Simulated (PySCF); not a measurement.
C4H8, SMILES `[H][H].C=CC=C`.

PySCF calculation, CAM-B3LYP/def2-SVPD, gas phase; geometry: GFN2-xTB.

Input script:

```python
import numpy as np
from pyscf import gto, scf, dft
from pyscf.scf import atom_ks, atom_hf
from scipy.linalg import block_diag
from pyscf.dispersion import dftd3

def solve(mol, dm0=None, hcore=None):
    mf = (dft.UKS if mol.spin else dft.RKS)(mol, xc='camb3lyp')
    mf.grids.level = 3
    mf = mf.density_fit(auxbasis='def2-universal-jkfit')
    mf.conv_tol, mf.max_cycle = 1e-8, 80
    if hcore is not None:
        mf.get_hcore = lambda *args: hcore
    mf.kernel(dm0)
    if not mf.converged:
        mf = mf.newton().run(mf.mo_coeff, mf.mo_occ, max_cycle=30)
    assert mf.converged, 'SCF not converged'
    return mf

mol = gto.M(atom='''
H      0.02741     2.59067    -0.20731
H     -0.00052     3.36602    -0.27342
C     -1.82932    -0.17753     0.12183
C     -0.60264    -0.26541    -0.38091
C      0.60064    -0.13630     0.41330
C      1.82770    -0.21639    -0.09005
H     -1.99692    -0.00220     1.17230
H     -2.70770    -0.27557    -0.49259
H     -0.45773    -0.44008    -1.43962
H      0.45551     0.03625     1.47245
H      1.99594    -0.38694    -1.14119
H      2.70573    -0.11437     0.52434
''', basis='def2-svpd', charge=0, spin=0, verbose=4)
mol_a = gto.M(atom='''
H      0.02741     2.59067    -0.20731
H     -0.00052     3.36602    -0.27342
ghost-C     -1.82932    -0.17753     0.12183
ghost-C     -0.60264    -0.26541    -0.38091
ghost-C      0.60064    -0.13630     0.41330
ghost-C      1.82770    -0.21639    -0.09005
ghost-H     -1.99692    -0.00220     1.17230
ghost-H     -2.70770    -0.27557    -0.49259
ghost-H     -0.45773    -0.44008    -1.43962
ghost-H      0.45551     0.03625     1.47245
ghost-H      1.99594    -0.38694    -1.14119
ghost-H      2.70573    -0.11437     0.52434
''', basis='def2-svpd', charge=0, spin=0, verbose=4)
mol_b = gto.M(atom='''
ghost-H      0.02741     2.59067    -0.20731
ghost-H     -0.00052     3.36602    -0.27342
C     -1.82932    -0.17753     0.12183
C     -0.60264    -0.26541    -0.38091
C      0.60064    -0.13630     0.41330
C      1.82770    -0.21639    -0.09005
H     -1.99692    -0.00220     1.17230
H     -2.70770    -0.27557    -0.49259
H     -0.45773    -0.44008    -1.43962
H      0.45551     0.03625     1.47245
H      1.99594    -0.38694    -1.14119
H      2.70573    -0.11437     0.52434
''', basis='def2-svpd', charge=0, spin=0, verbose=4)
ab, a, b = solve(mol), solve(mol_a), solve(mol_b)
e_int = ab.e_tot - a.e_tot - b.e_tot
print('counterpoise-corrected interaction energy / kcal/mol', e_int * 627.5095)
def disp(atoms, charge):
    m = gto.M(atom=atoms, charge=charge, basis='sto-3g', spin=None, unit='Bohr', verbose=0)
    return dftd3.DFTD3Dispersion(m, xc='camb3lyp', version='d3bj').get_dispersion()['energy']
e_disp = disp(mol._atom, mol.charge) - disp(mol._atom[:2], mol_a.charge) - disp(mol._atom[2:], mol_b.charge)
print('D3(BJ) part / kcal/mol', e_disp * 627.5095)
# spherically averaged free atoms, for the promolecule
atm = atom_ks.get_atm_nrks(mol, xc='camb3lyp')
pro = block_diag(*[(atm[a[0]][2] * atm[a[0]][3]) @ atm[a[0]][2].T for a in mol._atom])
np.savez('result.npz', e_int=e_int, e_disp=e_disp, dm_a=a.make_rdm1(), dm_b=b.make_rdm1(), c=ab.mo_coeff, occ=ab.mo_occ, eps=ab.mo_energy, pro=pro, d=[f.dip_moment(verbose=0) for f in (ab, a, b)])
```

Launched as:

```sh
OMP_NUM_THREADS=1 python input.py
```

The run took 37 s on 1 thread of Arm Neoverse V1, on a shared host, peak memory 0.69 GiB.

Partitions, critical points and surface values were worked out afterwards from this run's density.

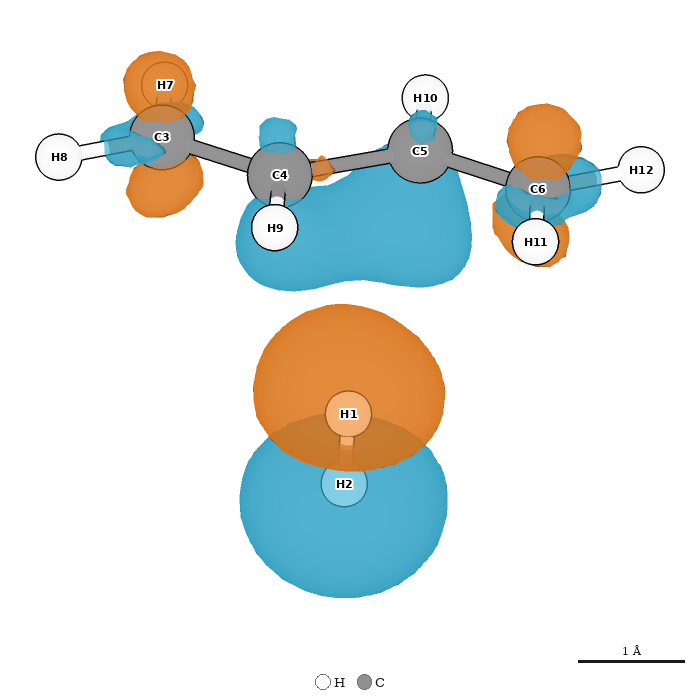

Density of the complex less the densities of the two fragments at the same geometry, ±0.0008 e/Å³ (light blue: gain, orange: loss). Fragment A: H2 (atoms 1–2); fragment B: H6C4.

Q: How is the density rearranged on binding?

A: Hirshfeld charges show almost no net transfer (under 0.005 e). By Hirshfeld charges, electrons gather most on H2 (−0.008 e) and leave H1 most (+0.004 e); 0.02 e is displaced in all, which induces a dipole of 0.12 D.

Q: What is the interaction energy, and which contacts carry it?

A: The counterpoise-corrected interaction energy of the frozen fragments is 0.0 kcal/mol without dispersion correction and −0.5 kcal/mol with D3(BJ). The pair geometry is semi-empirical, not a minimum at this level. Contacts: H1···C5, 2.85 Å, ρ = 0.005 a.u. The pose is a local one from a semi-empirical search, not shown to be the most stable.
